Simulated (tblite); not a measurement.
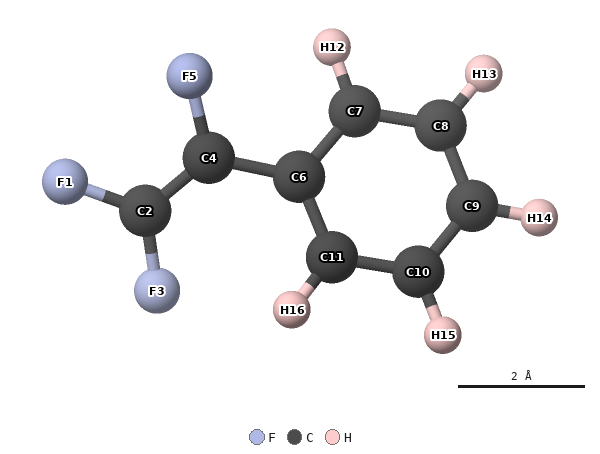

**Figure 1.** The starting structure (ball-and-stick view, seen on its broad side; atoms are numbered from 1 in the order of the input). Bond lengths as drawn: C–C 1.34 to 1.48 Å, C–F 1.33 to 1.37 Å and C–H 1.08 to 1.10 Å.

**C8H5F3: geometry relaxation (part 1 of 2)**

- system: C8H5F3 ((trifluorovinyl)benzene), SMILES FC(F)=C(F)c1ccccc1
- method: GFN2-xTB geometry optimisation, gas phase (tblite 0.8.0)

It belongs to a series of runs on one base structure; here: H on C replaced by CF=CF2.

**What the program printed**
```
step      E/eV     max force
  0    -920.44984    1.597
  1    -920.53044    0.893
  2    -920.58783    0.678
  3    -920.60903    0.406
  4    -920.61434    0.234
  5    -920.61709    0.166
  6    -920.61970    0.137
  7    -920.62063    0.102
  8    -920.62106    0.060
  9    -920.62141    0.054
 10    -920.62166    0.040
 11    -920.62180    0.028
 12    -920.62188    0.022
 13    -920.62194    0.030
 14    -920.62203    0.030
 15    -920.62217    0.035
 16    -920.62233    0.032
 17    -920.62246    0.027
 18    -920.62257    0.029
 19    -920.62269    0.032
 20    -920.62286    0.042
 21    -920.62307    0.040
 22    -920.62323    0.030
 23    -920.62334    0.029
 24    -920.62342    0.021
 25    -920.62350    0.022
 26    -920.62359    0.023
 27    -920.62369    0.024
 28    -920.62382    0.028
 29    -920.62396    0.032
 30    -920.62412    0.036
 31    -920.62428    0.033
 32    -920.62446    0.035
 33    -920.62469    0.043
 34    -920.62494    0.036
 35    -920.62516    0.034
 36    -920.62533    0.026
 37    -920.62549    0.028
 38    -920.62567    0.032
 39    -920.62585    0.033
 40    -920.62599    0.024
 41    -920.62612    0.027
 42    -920.62626    0.034
 43    -920.62643    0.039
 44    -920.62662    0.032
 45    -920.62684    0.038
 46    -920.62707    0.036
 47    -920.62730    0.045
 48    -920.62753    0.032
 49    -920.62768    0.025
 50    -920.62778    0.025
 51    -920.62790    0.029
 52    -920.62802    0.030
 53    -920.62810    0.030
 54    -920.62819    0.025
 55    -920.62830    0.026
 56    -920.62842    0.019
 57    -920.62850    0.015
 58    -920.62854    0.018
 59    -920.62857    0.015
 60    -920.62862    0.017
 61    -920.62869    0.017
 62    -920.62875    0.016
 63    -920.62879    0.015
 64    -920.62879    0.033
 65    -920.62884    0.016
 66    -920.62888    0.013
 67    -920.62898    0.015
 68    -920.62902    0.018
 69    -920.62906    0.018
 70    -920.62916    0.014
 71    -920.62919    0.012
 72    -920.62920    0.025
 73    -920.62922    0.011
 74    -920.62924    0.009
```

**Trajectory as extended XYZ (Å, eV, eV/Å), 30 of the 75 frames kept, from step=0 to step=74**
```
16
Properties=species:S:1:pos:R:3:forces:R:3 step=0 energy=-920.44984
F     4.1044   -0.1102   -0.3815   -1.1030   0.7340  -0.8910
C     2.7874    0.1775   -0.6093    0.5310  -0.5860   0.7660
F     2.4661    0.9209   -1.6664    0.8540  -0.2590   0.2600
C     1.8680   -0.3107    0.2275   -0.5500  -0.3080   0.4140
F     2.3034   -1.1029    1.2613   -0.2570   0.5540  -0.7500
C     0.4054   -0.1295    0.1394   -0.0340   0.0370   0.1370
C    -0.4276   -1.0773    0.7410   -0.3010  -0.4000   0.2850
C    -1.8125   -0.9409    0.7067    0.0580  -0.2090   0.0560
C    -2.3876    0.1463    0.0645   -0.1510   0.0870  -0.0170
C    -1.5813    1.1097   -0.5233    0.5410   0.0490  -0.0990
C    -0.1887    0.9736   -0.4867   -0.4150   0.1760  -0.0250
H    -0.0070   -1.9476    1.2549   -0.0470   0.4290  -0.2560
H    -2.4561   -1.6944    1.1807    0.4230   0.3880  -0.2460
H    -3.4696    0.2559    0.0277    0.2650  -0.0560   0.0380
H    -2.0259    1.9806   -1.0180    0.2430  -0.4380   0.2490
H     0.4141    1.7579   -0.9298   -0.0570  -0.1980   0.0790
16
Properties=species:S:1:pos:R:3:forces:R:3 step=3 energy=-920.60903
F     4.0700   -0.0719   -0.4311    0.2590   0.0510  -0.1030
C     2.7800    0.1568   -0.5783   -0.4020   0.0570  -0.0100
F     2.5217    0.9010   -1.6443    0.1890   0.1000  -0.1500
C     1.8344   -0.3152    0.2342    0.0150   0.0910  -0.1080
F     2.2913   -1.0863    1.2378   -0.0960  -0.2180   0.2740
C     0.3895   -0.1286    0.1492   -0.1420   0.0230   0.0400
C    -0.4390   -1.0814    0.7466    0.0390   0.0710  -0.0100
C    -1.8110   -0.9396    0.7020   -0.0540   0.0390  -0.0240
C    -2.3830    0.1484    0.0646    0.0290  -0.0010  -0.0110
C    -1.5682    1.1036   -0.5230   -0.0770  -0.0660   0.0420
C    -0.1938    0.9739   -0.4826    0.1070  -0.0100   0.0260
H    -0.0050   -1.9322    1.2457    0.0650  -0.0320   0.0240
H    -2.4378   -1.6794    1.1707   -0.0500  -0.0770   0.0310
H    -3.4572    0.2535    0.0297    0.0170   0.0090   0.0050
H    -2.0126    1.9596   -1.0062    0.0270   0.0250  -0.0280
H     0.4131    1.7469   -0.9263    0.0740  -0.0610   0.0020
16
Properties=species:S:1:pos:R:3:forces:R:3 step=5 energy=-920.61709
F     4.0729   -0.0657   -0.4401   -0.0800   0.0390  -0.0380
C     2.7713    0.1587   -0.5793    0.0700   0.0000   0.0020
F     2.5342    0.9030   -1.6479    0.0380   0.1010  -0.1260
C     1.8292   -0.3152    0.2354    0.1150  -0.0190   0.0330
F     2.2851   -1.0920    1.2446   -0.1480  -0.0390   0.0380
C     0.3842   -0.1275    0.1517    0.0600   0.0080   0.0300
C    -0.4398   -1.0800    0.7475   -0.0570  -0.0520   0.0600
C    -1.8125   -0.9389    0.7012   -0.0070  -0.0810   0.0550
C    -2.3821    0.1482    0.0644   -0.0500  -0.0080   0.0000
C    -1.5686    1.1015   -0.5220    0.0600   0.0480  -0.0240
C    -0.1919    0.9739   -0.4813   -0.0720   0.0300  -0.0030
H    -0.0022   -1.9317    1.2456    0.0260   0.0110   0.0030
H    -2.4380   -1.6809    1.1709   -0.0370  -0.0420   0.0080
H    -3.4556    0.2537    0.0301   -0.0110   0.0130  -0.0010
H    -2.0102    1.9584   -1.0062    0.0120   0.0210  -0.0270
H     0.4164    1.7435   -0.9260    0.0820  -0.0300  -0.0090
16
Properties=species:S:1:pos:R:3:forces:R:3 step=8 energy=-920.62106
F     4.0709   -0.0601   -0.4471    0.0350  -0.0020   0.0020
C     2.7711    0.1617   -0.5824   -0.0060   0.0070   0.0000
F     2.5426    0.9097   -1.6556   -0.0310  -0.0030   0.0400
C     1.8320   -0.3152    0.2371   -0.0270   0.0340  -0.0410
F     2.2705   -1.0974    1.2500   -0.0340   0.0190  -0.0460
C     0.3847   -0.1269    0.1555   -0.0080   0.0010   0.0010
C    -0.4417   -1.0809    0.7513    0.0190   0.0080   0.0120
C    -1.8150   -0.9424    0.7038   -0.0050   0.0000   0.0080
C    -2.3826    0.1472    0.0647    0.0080   0.0050   0.0060
C    -1.5679    1.1025   -0.5221    0.0050  -0.0100   0.0110
C    -0.1918    0.9745   -0.4800    0.0190  -0.0160   0.0120
H     0.0013   -1.9314    1.2465   -0.0010   0.0010   0.0140
H    -2.4419   -1.6858    1.1718   -0.0130  -0.0100  -0.0100
H    -3.4562    0.2550    0.0300    0.0030   0.0060  -0.0050
H    -2.0080    1.9598   -1.0087    0.0100  -0.0060  -0.0100
H     0.4244    1.7386   -0.9263    0.0250  -0.0350   0.0050
16
Properties=species:S:1:pos:R:3:forces:R:3 step=10 energy=-920.62166
F     4.0719   -0.0591   -0.4482    0.0300  -0.0040   0.0050
C     2.7720    0.1626   -0.5826   -0.0050   0.0150  -0.0100
F     2.5416    0.9110   -1.6543   -0.0200   0.0190   0.0060
C     1.8314   -0.3131    0.2348   -0.0350  -0.0020  -0.0030
F     2.2648   -1.0966    1.2469    0.0160  -0.0160   0.0000
C     0.3848   -0.1269    0.1564   -0.0380   0.0030  -0.0120
C    -0.4415   -1.0808    0.7531    0.0040   0.0040   0.0060
C    -1.8153   -0.9431    0.7050   -0.0020   0.0140   0.0000
C    -2.3823    0.1471    0.0654    0.0140   0.0070   0.0050
C    -1.5670    1.1025   -0.5216   -0.0070  -0.0080   0.0090
C    -0.1910    0.9738   -0.4790   -0.0050   0.0020  -0.0050
H     0.0019   -1.9312    1.2479   -0.0010  -0.0030   0.0170
H    -2.4437   -1.6875    1.1712    0.0080   0.0090  -0.0160
H    -3.4562    0.2558    0.0296    0.0160   0.0010  -0.0030
H    -2.0069    1.9595   -1.0100    0.0140  -0.0190   0.0010
H     0.4280    1.7350   -0.9261    0.0120  -0.0210   0.0000
16
Properties=species:S:1:pos:R:3:forces:R:3 step=13 energy=-920.62194
F     4.0730   -0.0586   -0.4485   -0.0290   0.0080  -0.0020
C     2.7720    0.1637   -0.5828   -0.0100   0.0030   0.0060
F     2.5395    0.9137   -1.6530    0.0010   0.0160   0.0060
C     1.8296   -0.3125    0.2333    0.0140  -0.0140   0.0030
F     2.2633   -1.0975    1.2449    0.0120  -0.0110  -0.0070
C     0.3828   -0.1272    0.1561    0.0160  -0.0090   0.0030
C    -0.4417   -1.0808    0.7548   -0.0010  -0.0040   0.0040
C    -1.8152   -0.9426    0.7058    0.0020   0.0000   0.0030
C    -2.3815    0.1475    0.0663   -0.0020   0.0020   0.0020
C    -1.5668    1.1023   -0.5208    0.0050   0.0070  -0.0050
C    -0.1913    0.9736   -0.4791    0.0040  -0.0080  -0.0040
H     0.0020   -1.9310    1.2501   -0.0050   0.0050   0.0110
H    -2.4440   -1.6876    1.1695   -0.0020   0.0000  -0.0030
H    -3.4548    0.2562    0.0292   -0.0010   0.0000   0.0000
H    -2.0053    1.9581   -1.0107   -0.0060   0.0060  -0.0080
H     0.4310    1.7315   -0.9262    0.0020  -0.0020  -0.0090
16
Properties=species:S:1:pos:R:3:forces:R:3 step=15 energy=-920.62217
F     4.0711   -0.0573   -0.4489   -0.0150   0.0110  -0.0060
C     2.7703    0.1656   -0.5827   -0.0170   0.0000   0.0050
F     2.5377    0.9186   -1.6514    0.0050   0.0020   0.0220
C     1.8291   -0.3143    0.2327    0.0100  -0.0010  -0.0060
F     2.2645   -1.1004    1.2429    0.0040  -0.0050  -0.0190
C     0.3821   -0.1286    0.1558    0.0300  -0.0050   0.0160
C    -0.4420   -1.0810    0.7567    0.0070   0.0030  -0.0010
C    -1.8151   -0.9417    0.7068    0.0000  -0.0040  -0.0020
C    -2.3806    0.1484    0.0672   -0.0040   0.0020  -0.0060
C    -1.5664    1.1028   -0.5206    0.0170   0.0040  -0.0120
C    -0.1913    0.9726   -0.4800    0.0270  -0.0210   0.0050
H     0.0014   -1.9304    1.2537   -0.0050   0.0040   0.0070
H    -2.4442   -1.6873    1.1673   -0.0170  -0.0120   0.0150
H    -3.4534    0.2566    0.0287   -0.0200   0.0030   0.0030
H    -2.0045    1.9573   -1.0122   -0.0110   0.0180  -0.0090
H     0.4337    1.7281   -0.9275   -0.0120   0.0020  -0.0110
16
Properties=species:S:1:pos:R:3:forces:R:3 step=18 energy=-920.62257
F     4.0666   -0.0536   -0.4503    0.0280   0.0060  -0.0060
C     2.7664    0.1694   -0.5823    0.0150   0.0000  -0.0010
F     2.5344    0.9288   -1.6459   -0.0030   0.0070   0.0080
C     1.8286   -0.3179    0.2315   -0.0020   0.0080   0.0040
F     2.2676   -1.1074    1.2368    0.0060  -0.0170  -0.0110
C     0.3830   -0.1315    0.1573   -0.0100   0.0050   0.0150
C    -0.4422   -1.0812    0.7604   -0.0090   0.0040   0.0030
C    -1.8152   -0.9405    0.7084   -0.0110  -0.0060  -0.0080
C    -2.3792    0.1503    0.0680   -0.0030  -0.0040  -0.0150
C    -1.5638    1.1036   -0.5214    0.0000  -0.0170  -0.0080
C    -0.1888    0.9689   -0.4814   -0.0010   0.0040  -0.0010
H    -0.0003   -1.9288    1.2616   -0.0030  -0.0020   0.0010
H    -2.4463   -1.6876    1.1650   -0.0060   0.0070   0.0180
H    -3.4526    0.2578    0.0282   -0.0020   0.0070   0.0030
H    -2.0034    1.9571   -1.0157    0.0170  -0.0040   0.0090
H     0.4375    1.7217   -0.9315   -0.0150   0.0040  -0.0100
16
Properties=species:S:1:pos:R:3:forces:R:3 step=20 energy=-920.62286
F     4.0663   -0.0504   -0.4521    0.0170   0.0020  -0.0050
C     2.7654    0.1716   -0.5819    0.0310   0.0010   0.0040
F     2.5322    0.9359   -1.6412   -0.0030   0.0170  -0.0080
C     1.8287   -0.3194    0.2310    0.0090   0.0000   0.0140
F     2.2702   -1.1136    1.2312    0.0050  -0.0240   0.0010
C     0.3836   -0.1327    0.1602   -0.0200   0.0030  -0.0100
C    -0.4432   -1.0812    0.7631   -0.0140  -0.0010   0.0060
C    -1.8165   -0.9406    0.7084   -0.0060  -0.0040   0.0030
C    -2.3790    0.1508    0.0667   -0.0070  -0.0140  -0.0040
C    -1.5617    1.1026   -0.5233   -0.0240  -0.0180   0.0040
C    -0.1867    0.9662   -0.4821   -0.0350   0.0210  -0.0090
H    -0.0019   -1.9279    1.2667   -0.0070   0.0000  -0.0020
H    -2.4487   -1.6873    1.1660    0.0090   0.0270   0.0040
H    -3.4529    0.2594    0.0284    0.0190   0.0080  -0.0040
H    -2.0011    1.9571   -1.0170    0.0290  -0.0180   0.0100
H     0.4378    1.7184   -0.9354   -0.0030   0.0010  -0.0030
16
Properties=species:S:1:pos:R:3:forces:R:3 step=23 energy=-920.62334
F     4.0672   -0.0441   -0.4560   -0.0040  -0.0020  -0.0030
C     2.7653    0.1762   -0.5804    0.0010   0.0060   0.0090
F     2.5282    0.9507   -1.6323    0.0110   0.0030   0.0090
C     1.8298   -0.3221    0.2308    0.0080  -0.0020  -0.0020
F     2.2750   -1.1277    1.2206   -0.0130  -0.0090  -0.0030
C     0.3833   -0.1346    0.1635    0.0140  -0.0050  -0.0250
C    -0.4457   -1.0807    0.7685    0.0130   0.0050  -0.0080
C    -1.8189   -0.9405    0.7090    0.0110   0.0080   0.0140
C    -2.3792    0.1500    0.0645   -0.0050  -0.0070   0.0100
C    -1.5602    1.0991   -0.5260   -0.0070   0.0010   0.0070
C    -0.1859    0.9625   -0.4840   -0.0060  -0.0080   0.0010
H    -0.0058   -1.9259    1.2760   -0.0070   0.0040  -0.0050
H    -2.4525   -1.6842    1.1683    0.0010   0.0100   0.0100
H    -3.4520    0.2631    0.0278   -0.0070  -0.0010  -0.0120
H    -1.9944    1.9553   -1.0191   -0.0040  -0.0020  -0.0100
H     0.4383    1.7119   -0.9425   -0.0060  -0.0010   0.0100
16
Properties=species:S:1:pos:R:3:forces:R:3 step=26 energy=-920.62359
F     4.0677   -0.0420   -0.4580    0.0120  -0.0050   0.0060
C     2.7660    0.1792   -0.5786   -0.0010   0.0010  -0.0010
F     2.5281    0.9578   -1.6273    0.0080   0.0070   0.0120
C     1.8311   -0.3237    0.2303   -0.0100  -0.0060  -0.0160
F     2.2751   -1.1354    1.2157   -0.0120   0.0000  -0.0070
C     0.3845   -0.1364    0.1613   -0.0030  -0.0050   0.0090
C    -0.4452   -1.0798    0.7694   -0.0040  -0.0040  -0.0050
C    -1.8184   -0.9391    0.7114   -0.0060   0.0100   0.0000
C    -2.3801    0.1491    0.0648    0.0020   0.0200  -0.0010
C    -1.5608    1.0974   -0.5262    0.0130   0.0060  -0.0080
C    -0.1867    0.9603   -0.4850    0.0170  -0.0070  -0.0030
H    -0.0083   -1.9246    1.2793    0.0110  -0.0050  -0.0020
H    -2.4534   -1.6810    1.1711    0.0080  -0.0030   0.0210
H    -3.4525    0.2643    0.0257   -0.0110  -0.0150  -0.0010
H    -1.9921    1.9538   -1.0214   -0.0180  -0.0020  -0.0060
H     0.4375    1.7091   -0.9439   -0.0060   0.0090   0.0030
16
Properties=species:S:1:pos:R:3:forces:R:3 step=28 energy=-920.62382
F     4.0689   -0.0397   -0.4599    0.0060  -0.0060   0.0160
C     2.7669    0.1825   -0.5765    0.0110  -0.0090  -0.0060
F     2.5286    0.9669   -1.6203    0.0040   0.0180   0.0000
C     1.8318   -0.3263    0.2284   -0.0080  -0.0140  -0.0110
F     2.2744   -1.1443    1.2090   -0.0020  -0.0020  -0.0040
C     0.3857   -0.1388    0.1600   -0.0240   0.0040   0.0130
C    -0.4452   -1.0794    0.7704   -0.0210  -0.0120   0.0090
C    -1.8186   -0.9370    0.7140   -0.0140   0.0020  -0.0040
C    -2.3809    0.1498    0.0648    0.0040   0.0100  -0.0020
C    -1.5601    1.0962   -0.5274   -0.0010   0.0020  -0.0130
C    -0.1861    0.9571   -0.4864   -0.0040   0.0160  -0.0080
H    -0.0102   -1.9235    1.2830    0.0150  -0.0060  -0.0050
H    -2.4539   -1.6777    1.1762    0.0180   0.0060   0.0150
H    -3.4539    0.2644    0.0235    0.0130  -0.0150   0.0070
H    -1.9910    1.9521   -1.0246   -0.0080  -0.0090   0.0000
H     0.4361    1.7067   -0.9456    0.0120   0.0150  -0.0060
16
Properties=species:S:1:pos:R:3:forces:R:3 step=31 energy=-920.62428
F     4.0719   -0.0366   -0.4606   -0.0220  -0.0070   0.0230
C     2.7693    0.1874   -0.5732   -0.0100  -0.0150  -0.0070
F     2.5310    0.9869   -1.6060    0.0140   0.0090   0.0050
C     1.8318   -0.3331    0.2223   -0.0040   0.0020   0.0010
F     2.2721   -1.1618    1.1949    0.0060  -0.0060  -0.0110
C     0.3852   -0.1426    0.1583   -0.0020   0.0180  -0.0100
C    -0.4472   -1.0796    0.7730    0.0110   0.0130   0.0060
C    -1.8202   -0.9324    0.7190    0.0110  -0.0170   0.0080
C    -2.3817    0.1519    0.0650    0.0070  -0.0290  -0.0040
C    -1.5593    1.0941   -0.5314   -0.0170  -0.0050  -0.0050
C    -0.1854    0.9532   -0.4902   -0.0150   0.0230   0.0010
H    -0.0119   -1.9222    1.2889   -0.0010   0.0020  -0.0140
H    -2.4525   -1.6702    1.1891   -0.0100   0.0050   0.0080
H    -3.4550    0.2623    0.0202    0.0160   0.0050   0.0130
H    -1.9909    1.9476   -1.0315   -0.0010   0.0040  -0.0070
H     0.4352    1.7043   -0.9493    0.0190  -0.0020  -0.0070
16
Properties=species:S:1:pos:R:3:forces:R:3 step=33 energy=-920.62469
F     4.0726   -0.0362   -0.4578   -0.0220  -0.0130   0.0190
C     2.7706    0.1891   -0.5716   -0.0310   0.0020  -0.0050
F     2.5352    1.0023   -1.5950    0.0200  -0.0090   0.0130
C     1.8306   -0.3383    0.2170   -0.0090   0.0260   0.0070
F     2.2700   -1.1748    1.1838   -0.0010  -0.0060  -0.0230
C     0.3836   -0.1436    0.1558    0.0230   0.0120  -0.0100
C    -0.4480   -1.0788    0.7751    0.0330   0.0260  -0.0100
C    -1.8205   -0.9301    0.7237    0.0220  -0.0100   0.0090
C    -2.3815    0.1513    0.0651    0.0070  -0.0220  -0.0090
C    -1.5605    1.0923   -0.5351    0.0030  -0.0040   0.0020
C    -0.1864    0.9532   -0.4930    0.0130  -0.0060   0.0090
H    -0.0123   -1.9214    1.2907   -0.0010   0.0090  -0.0130
H    -2.4512   -1.6639    1.2007   -0.0300  -0.0090   0.0070
H    -3.4541    0.2601    0.0190   -0.0110   0.0120   0.0140
H    -1.9922    1.9441   -1.0375   -0.0090   0.0080  -0.0100
H     0.4364    1.7035   -0.9520   -0.0060  -0.0160  -0.0030
16
Properties=species:S:1:pos:R:3:forces:R:3 step=36 energy=-920.62533
F     4.0710   -0.0352   -0.4523   -0.0010  -0.0230   0.0110
C     2.7701    0.1942   -0.5685    0.0030   0.0220   0.0080
F     2.5428    1.0317   -1.5730    0.0120  -0.0010  -0.0090
C     1.8285   -0.3447    0.2095    0.0020   0.0230   0.0120
F     2.2677   -1.2012    1.1586   -0.0070  -0.0060  -0.0170
C     0.3836   -0.1449    0.1520   -0.0020  -0.0040   0.0130
C    -0.4471   -1.0754    0.7792   -0.0090  -0.0090  -0.0050
C    -1.8197   -0.9269    0.7325   -0.0070   0.0120  -0.0060
C    -2.3807    0.1485    0.0638   -0.0050   0.0160   0.0050
C    -1.5611    1.0880   -0.5417    0.0080  -0.0030   0.0040
C    -0.1867    0.9510   -0.4978    0.0040  -0.0170  -0.0070
H    -0.0138   -1.9182    1.2956    0.0230   0.0070   0.0000
H    -2.4529   -1.6530    1.2203    0.0060   0.0020  -0.0160
H    -3.4535    0.2590    0.0186   -0.0060   0.0040   0.0120
H    -1.9933    1.9378   -1.0488   -0.0040  -0.0180   0.0050
H     0.4374    1.6982   -0.9593   -0.0170  -0.0040  -0.0080
16
Properties=species:S:1:pos:R:3:forces:R:3 step=38 energy=-920.62567
F     4.0697   -0.0353   -0.4493    0.0040  -0.0190   0.0040
C     2.7698    0.2005   -0.5652    0.0260   0.0110   0.0150
F     2.5474    1.0518   -1.5584    0.0110   0.0110  -0.0150
C     1.8275   -0.3468    0.2059    0.0080  -0.0030   0.0040
F     2.2664   -1.2200    1.1395    0.0020  -0.0050   0.0000
C     0.3839   -0.1469    0.1513   -0.0190   0.0020   0.0090
C    -0.4473   -1.0740    0.7821   -0.0210  -0.0190   0.0080
C    -1.8200   -0.9237    0.7376   -0.0120   0.0010  -0.0080
C    -2.3807    0.1484    0.0633   -0.0100   0.0130   0.0210
C    -1.5601    1.0847   -0.5455   -0.0150  -0.0030  -0.0020
C    -0.1860    0.9466   -0.5015   -0.0240   0.0070  -0.0150
H    -0.0136   -1.9150    1.3008    0.0190   0.0010   0.0050
H    -2.4543   -1.6460    1.2304    0.0200   0.0060  -0.0230
H    -3.4539    0.2596    0.0190    0.0090   0.0050   0.0100
H    -1.9930    1.9322   -1.0558    0.0040  -0.0140   0.0030
H     0.4365    1.6928   -0.9655   -0.0010   0.0070  -0.0160
```
